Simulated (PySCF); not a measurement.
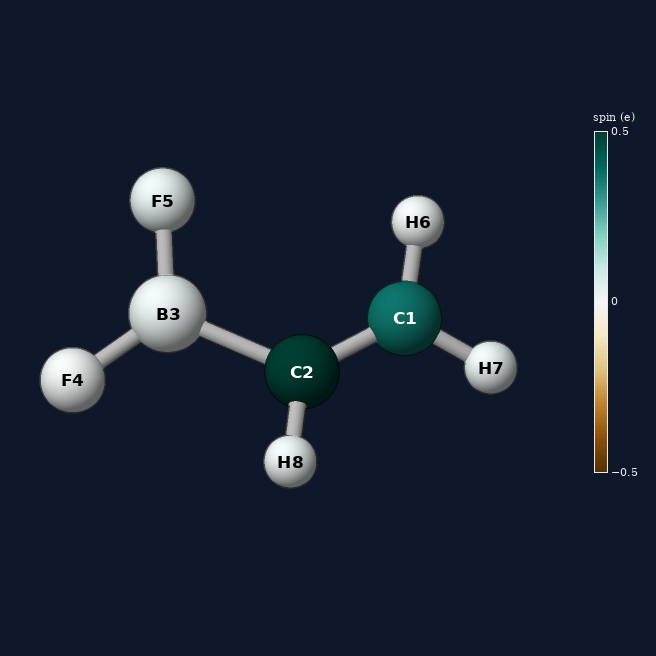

Atoms are coloured by their Mulliken spin populations. The species has charge +1 and is a spin doublet. The computed structure is the end point of a GFN2-xTB optimisation. No frequency run is at hand to confirm it as a minimum. Properties computed with UKS B3LYP, pcH-1 on B C F H, non-relativistic (PySCF 2.14.0).

List the Mulliken spin populations.

```json
{"atom": "C1", "value (e)": "0.37"}
{"atom": "C2", "value (e)": "0.50"}
{"atom": "B3", "value (e)": "0.03"}
{"atom": "F4", "value (e)": "0.01"}
{"atom": "F5", "value (e)": "0.03"}
{"atom": "H6", "value (e)": "0.02"}
{"atom": "H7", "value (e)": "0.02"}
{"atom": "H8", "value (e)": "0.02"}
```

Mulliken values depend strongly on the basis set. The geometry is semi-empirical. Around B such bond lengths and angles can be off by a tenth of an ångström or more and by several degrees, and values that hang on the shape move with them.
